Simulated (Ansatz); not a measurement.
**Ag-Pt-Ag stack of (100) layers: phonons along a line and the smearing**

Wanted: frequencies of Ag-Pt-Ag stack of (100) layers solved wavevector by wavevector at several smearings. The first relaxation steps of the session are not shown, so no cell shown is the starting entry, unless a step says so.

Calculated with Ansatz 0.2.0; DFT LDA, scalar-relativistic, plane waves, PAW.

## (1) The cell after earlier relaxation steps

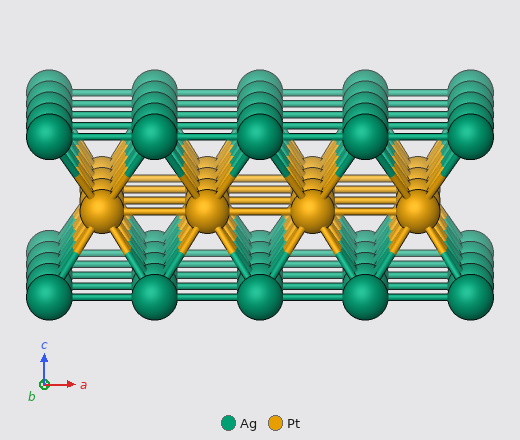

Start, viewed nearly edge on; silver teal, platinum orange. 4×4×1 cells are drawn. Some periodic images of atoms are drawn too.

The cell holds 3 atoms: 2 Ag and 1 Pt. Cell: a = 2.692 Å, b = 2.692 Å, c = 31.640 Å, α = 90.0°, β = 90.0°, γ = 90.0°. Vacuum lies along c.

Coordinates:

```cif
data_structure
_symmetry_space_group_name_H-M 'P 1'
_symmetry_Int_Tables_number 1
_cell_length_a 2.6924
_cell_length_b 2.6924
_cell_length_c 31.6400
_cell_angle_alpha 90.000
_cell_angle_beta 90.000
_cell_angle_gamma 90.000
_cell_volume 229.36
loop_
_atom_site_label
_atom_site_type_symbol
_atom_site_fract_x
_atom_site_fract_y
_atom_site_fract_z
_atom_site_occupancy
Ag1 Ag 0.00000 0.00000 0.17063 1
Pt2 Pt 0.50000 0.50000 0.23578 1
Ag3 Ag 0.00000 0.00000 0.30092 1
```

## (2) Tight relaxation

Residual forces and stress shift phonon frequencies, so the cell is relaxed again, with tight thresholds and the mesh and smearing of this input. Earlier relaxation steps are not shown.

Input file input.yaml:

```yaml
crystal:
  lattice:
    - [2.6924164123, 0.0, 0.0]
    - [0.0, 2.6924164123, 0.0]
    - [0.0, 0.0, 31.6399998672]
  atoms:
    - { symbol: Ag, position: [0.0, 0.0, 0.1706306574] }
    - { symbol: Pt, position: [0.5, 0.5, 0.2357774978] }
    - { symbol: Ag, position: [0.0, 0.0, 0.3009243382] }
  periodic: [true, true, false]
kpoints:
  mp_grid: { grid: [12, 12, 1] }
hamiltonian:
  xc: lda
scf:
  occupations: { method: methfessel_paxton, width: 0.2 }
output:
  forces: true
  stress: true
  eigenvalues: true
relax:
  adjacent_minimum: "off"
  f_tol: 0.001
  max_steps: 60
  cell: { stress_2d_tol: 0.002 }
```

Started as:

```sh
> ansatz run input.yaml --threads 4 --pin off --max-ram 8192MiB --backend cpu --events-out ev --progress --plain --runs-dir out
```

Numbers of over 12 decimals in the logs are rounded to 6 here.

The program printed:

```text
[the first part of the log is left out]
  E_vpaw       = -1123.285142  (= ΣTr[D̂ρ^β])
  E_aug_tail   = 0.000685  (compensation charges beyond the density's cutoff)
  E_ewald      = 107384.275937
  E_core_change = 1.913484  (= ΣΔE_core)
  E_smearing   = -0.001995  (= −TS)
  E_closure    = 0.000000  (closes the sum)
  Σ components = -27159.979798   (vs F -27159.979798, Δ=0.00e0)
--- Forces (eV/Å), atoms counted from 1 ---
  atom   1  Ag     0.00000000    -0.00000000     0.00001419
  atom   2  Pt     0.00000000    -0.00000000     0.00000000
  atom   3  Ag     0.00000000    -0.00000000    -0.00001419
  max |Σ_I F_I| component: 1.02e-20 eV/Å
--- 2D stress c σ (N/m, compression-positive) ---
       -0.001204       0.000000       0.000000
        0.000000      -0.001204       0.000000
        0.000000       0.000000       0.000000
  P = ½ c Tr σ = -0.0012 N/m
--- Band table (eV; the first three rows and the last of 28) ---
  k-point 0: bands = ["-102.9895", "-96.4511", "-96.4510", "-59.9686", "-59.9649", "-59.9273", "-59.9273", "-59.9269", "-59.9269", "-57.0649", "-57.0032", "-57.0032", "-13.4725", "-11.3811", "-11.2389", "-11.1328", "-10.8500", "-9.7565", "-8.7064", "-8.6578", "-8.6578", "-8.2893", "-8.2893", "-8.1149", "-7.7027", "-7.6686", "-5.7476", "-5.6615", "-5.6615", "-4.9404", "-3.9254", "-0.2416 (-0.2605°)", "-0.0262", "0.8411"]
  k-point 1: bands = ["-102.9884", "-96.4500", "-96.4500", "-59.9672", "-59.9638", "-59.9403", "-59.9400", "-59.9263", "-59.9259", "-57.0628", "-57.0264", "-57.0014", "-13.2963", "-11.2791", "-11.1153", "-11.0197", "-10.7411", "-9.6670", "-8.8994", "-8.6340", "-8.6238", "-8.4576", "-8.2955", "-8.0510", "-7.7781", "-7.7595", "-5.9750", "-5.6409", "-5.4960", "-5.0729", "-3.3902", "-0.1046 (-0.1229°)", "0.1315", "0.9779"]
  k-point 2: bands = ["-102.9853", "-96.4472", "-96.4472", "-59.9761", "-59.9755", "-59.9628", "-59.9610", "-59.9234", "-59.9230", "-57.0892", "-57.0570", "-56.9964", "-12.8229", "-11.1144", "-10.9159", "-10.6604", "-10.2233", "-9.4268", "-9.1832", "-8.8047", "-8.7485", "-8.5763", "-8.3185", "-7.9821", "-7.9781", "-7.8540", "-6.3061", "-5.5992", "-5.4060", "-4.8799", "-2.3580", "0.3035 (0.2874°)", "0.6017", "1.3865"]
  k-point 27: bands = ["-102.9561", "-96.4202", "-96.4202", "-60.1001", "-60.1001", "-60.0991", "-60.0991", "-59.9296", "-59.9292", "-57.3080", "-57.3080", "-57.0042", "-11.3221", "-11.1662", "-10.8421", "-10.8133", "-10.8133", "-9.7386", "-9.7386", "-8.2769", "-7.3842", "-7.0677", "-7.0677", "-6.8187", "-6.8183", "-5.8091", "-3.5413", "-1.2441", "-1.2441", "2.0279", "2.0279", "3.8003", "3.9552", "4.6855"]
  ° read free of the cell's end (the report's vacuum.weakly_bound_levels)
--- Relaxed structure (4 steps of the walk, 4 accepted, 1 SCFs on fresh bases) ---
  F+E_penalty+E_count = -27159.97979835 eV   max|allowed force component| = 1.419e-5 eV/Å   (the final SCF, on the basis selected at the relaxed cell)
  cell:  # Å, volume = 230.1795 Å³
    - [2.697212, 0, 0.0]
    - [0, 2.697212, 0.0]
    - [0.0, 0.0, 31.6399998672]
  atoms:
    - { symbol: Ag, position: [0, 0, 0.170952] }
    - { symbol: Pt, position: [0.5, 0.5, 0.2357774978] }
    - { symbol: Ag, position: [0, 0, 0.300603] }
```

It took 17 s on 4 threads of Arm Neoverse V2, shared host; peak memory 0.64 GiB; 65 s of CPU time.

Step by step:

```
step  energy less that of the first step (eV)  largest force component (eV/Å)  volume (Å³)
   1                                   0.0000                          0.0319       229.36
   2                                  -0.0002                          0.0251       229.83
   3                                  -0.0003                          0.0053       230.45
   4                                  -0.0004                          0.0000       230.18
   5                                  -0.0004                          0.0000       230.18
```

The log counts 1 steps on a newly chosen plane-wave basis, not all of them marked here; energy and pressure can jump at such steps.

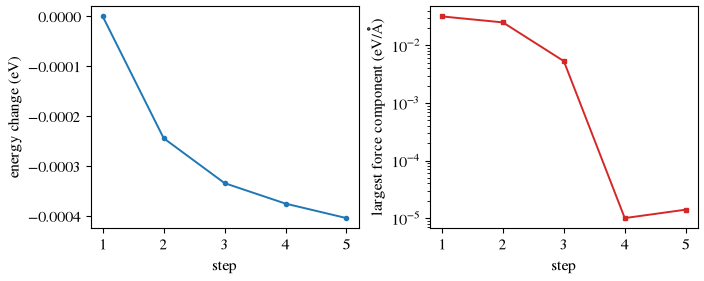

Energy and largest force along the relaxation.

```
cell as run  before  after  change
      a (Å)   2.692  2.697  +0.2 %
      b (Å)   2.692  2.697  +0.2 %
```

The atoms that moved most (Å, along periodic axes as changes of fractional coordinates times the final cell, across vacuum about the mean position):

```
atom     dx     dy      dz  length
 Ag3  0.000  0.000  -0.010   0.010
 Ag1  0.000  0.000   0.010   0.010
```

Final coordinates:

```xyz
3
Lattice="2.6972 0.0000 0.0000 0.0000 2.6972 0.0000 0.0000 0.0000 31.6400" Properties=species:S:1:pos:R:3
Ag    0.0000    0.0000    5.4089
Pt    1.3486    1.3486    7.4600
Ag    0.0000    0.0000    9.5111
```

This step gave:

| Item | Value |
| --- | --- |
| metallic on mesh | yes |
| gap on the k-mesh | 0 eV |

## (3) Phonons along a line: Fermi–Dirac smearing of 0.1 eV

The smearing blurs the Fermi surface that screens the phonons; a Fermi–Dirac width is an electronic temperature.

Input file input.yaml:

```yaml
crystal:
  lattice:
    - [2.697211763, 0.0, 0.0]
    - [0.0, 2.697211763, 0.0]
    - [0.0, 0.0, 31.6399998672]
  atoms:
    - { symbol: Ag, position: [0.0, 0.0, 0.1709515105] }
    - { symbol: Pt, position: [0.5, 0.5, 0.2357774978] }
    - { symbol: Ag, position: [0.0, 0.0, 0.3006034851] }
  periodic: [true, true, false]
kpoints:
  mp_grid: { grid: [16, 16, 1] }
hamiltonian:
  xc: lda
scf:
  occupations: { method: fermi_dirac, width: 0.1 }
output:
  eigenvalues: true
phonons:
  method: dfpt
  qpoints:
    - [0, 0, 0]
    - [0.0, 0.0625, 0.0]
    - [0.0, 0.1875, 0.0]
    - [0.0, 0.3125, 0.0]
    - [0.0, 0.4375, 0.0]
```

The program printed:

```text
Warning: crystal.symmetry: narrowed to the stabiliser of the run's FFT grids — unitary ops 16 → 8. A phonons.method: dfpt run fills in the rows of the dynamical matrix that it does not solve by its symmetry operations, which is exact only for operations that map its FFT grids onto themselves: filled in by any other, the frequencies could depend on the order in which like atoms are typed, or, by more than the grids' own error, on where the crystal sits among the grids' points. Excluded: 8 operations. The run can therefore solve more perturbations, solve them on more k-points, or both, and cost more. [rest of the remark cut]
[...]
Crystal: 3 atoms, lattice volume = 230.179 Å³
Basis set: ecut = 420 eV, 4565 PW (Γ), exchange–correlation on 40×40×432 points (8 copies of the dense FFT grid, shifted against one another)
Bands: 34, of which v1, the nominal top of the filled ones, is band 28 counted from 1 (27 counted from 0)
Symmetry: 16 space group operations
k-points: 45 of 256 (irreducible under 8 space group operations)
[...]
SCF iter   1: F=—  HF=-27159.994038 eV  |F-HF|=—  |Δ(HF+E_count)|=         —  Δρ=5.17e-3  dr2=5.70e-2  ethr=1.77e-3  ⟨swp⟩=15.0  Hψ=11723  notcnv=0  defer=1
[...]
SCF iter  10: F=-27159.981408 eV  HF=-27159.981408 eV  |F-HF|=5.09e-11  |Δ(HF+E_count)|=  7.86e-10  Δρ=2.54e-8  dr2=1.08e-12  ethr=1.00e-12  ⟨swp⟩=19.0  Hψ=12707  notcnv=0
SCF 1 converged in 10 iterations: F = -27159.981408 eV  dr2 = 1.08e-12
[...]
NSCF: frozen V_eff on 45 k-points
[...]
DFPT response loops at q = (0, 0, 0) (fractional): preconditioner auto → none (partly filled bands, converged f_vac=0.751); β = 0.50; Broyden in place of MSR1
[...]
SCF converged after 10 iterations
Free energy (F): -27159.981408 eV
[...]
Internal energy: -27159.930365 eV  (E = F + TS)
E sigma→0 (E₀):  -27159.955887 eV
Entropy (-TS):   -0.051043 eV (-17.014 meV/atom)
Fermi energy:    -5.063253 eV
[...]
--- Band table (eV; the first three rows and the last of 45) ---
  k-point 0: bands = [... 24 lower, -7.7391, -7.7053, -5.7727, -5.6868, -5.6868, -4.9489, -3.9510, -0.2537 (-0.2711°), ... 2 higher]
  k-point 1: bands = [... 24 lower, -7.7821, -7.7575, -5.8888, -5.6747, -5.6271, -5.0250, -3.6254, -0.1767 (-0.1938°), ... 2 higher]
  k-point 2: bands = [... 24 lower, -7.9025, -7.8975, -6.2020, -5.6458, -5.2459, -5.2316, -2.9255, 0.0534 (0.0374°), ... 2 higher]
  k-point 44: bands = [... 24 lower, -6.8538, -5.8338, -3.5537, -1.2744, -1.2744, 1.9959, 1.9959, 3.7768, ... 2 higher]
  ° read free of the cell's end (the report's vacuum.weakly_bound_levels)
--- Phonons (Γ-DFPT): 6 representative perturbations + reference (Σ response iterations 35) ---
  ASR residual: 3.808e-4 → 0.000e0 eV/Å²; symmetrization residual: 5.010e-5 eV/Å²
  The last average, over the group as it would stand without the narrowing to the FFT grids, took up to 1.333e-5 eV/Å² of the zone centre's force constants
  ASR residual per site (eV/Å²): 4.64e-5 3.81e-4 7.08e-5
  Γ frequencies (cm⁻¹): 0.00 0.00 0.00 67.21 67.21 98.73 98.73 121.45 169.41
  non-analytic LO–TO correction: not included (Born effective charges unavailable; polar crystals: no LO–TO splitting at Γ)
--- Phonons (arbitrary-q DFPT): 5 explicit q-points ---
  q = [0, 0, 0] (of the zone-centre solve; hermiticity 9.27e-6, symmetrization 1.39e-12, taken by the last average 1.23e-6): -0.00 -0.00 0.00 67.21 67.21 98.73 98.73 121.45 169.41
  q = [0, 0.0625, 0] (9 solved perturbations on 144 of 256 k-point pairs; hermiticity 4.45e-6, symmetrization 3.47e-9, taken by the last average 1.22e-6): 6.45 7.30 31.02 66.72 76.39 98.09 102.23 124.35 168.71
[...]
sum rule: each row above includes the acoustic sum rule's correction from the zone centre's row sums; it moved no ω² by more than (0.73 cm⁻¹)²
```

The job ended after 19 min (4 threads; peak memory 2.4 GiB).

In the SCF lines HF is the Harris–Foulkes energy and dr2 the Hartree energy of the density residual, in eV; the loop may stop once dr2 is under the threshold and the program's other checks hold. Hψ counts applications of the Hamiltonian.

Each wavevector solved by linear response. Frequency against |q| along the line; 7 of 9 lines:

```
|q| along the line (Å⁻¹)  mode 1 (cm⁻¹)  mode 2 (cm⁻¹)  mode 3 (cm⁻¹)  mode 4 (cm⁻¹)  mode 5 (cm⁻¹)  mode 6 (cm⁻¹)  mode 7 (cm⁻¹)
                   0.000              0              0              0           67.2           67.2           98.7           98.7
                   0.146           6.45            7.3           31.0           66.7           76.4           98.1            102
                   0.437           22.5           34.5           62.9           70.4           93.7            116            127
                   0.728           36.4           56.0           63.0           77.1           85.4            128            164
                   1.019           48.7           50.8           76.5           78.4           83.6            116            184
```

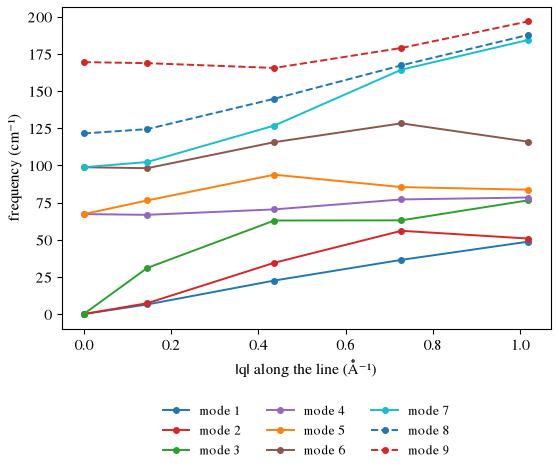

Frequency against |q| along the line.

## (4) Outcome

```
phonon run of the rows without a label of their own        : LDA, k 16×16×1
lowest branch at the last solved point, Fermi–Dirac 0.1 eV : 48.7 cm⁻¹ at |q| = 1.02 Å⁻¹
```

In words: Spin–orbit coupling, left out here, matters for Pt. The structure was built by hand as an ordered model, and its stability against other phases was not tested.

[Logs are printed without paths, hosts, clocks, repeated set-up lines and the standing remarks that a program may print on its own settings, such as how far it seeks lower states.]

[Hosts, paths, dates, database ids (printed as entryN), source tags and the programs' standing remarks are cut or masked in the printed files.]
